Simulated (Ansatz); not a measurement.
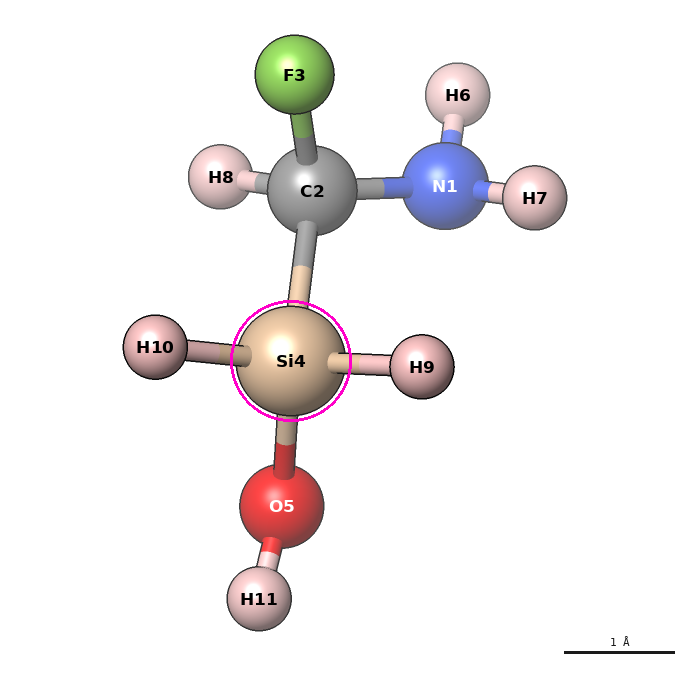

Orthographic view. Atoms fade into the background with distance from the viewer. The computed structure is the end point of a PBE-D4/def2-SVP optimisation. No frequency run is at hand to confirm it as a minimum.

### Name the neighbours of the circled atom.

The circled atom is Si4; it is bonded to C2, O5, H9, H10.

### What is the shortest path along bonds from the circled atom to H7?

Si4–C2–N1–H7, 3 bonds; through space the two are 2.93 Å apart.

### Which two atoms are farthest apart in space?

H6 and H11, 5.27 Å.

### Which atom is farthest from the viewer?

H6, 1.6 Å behind the mean position.
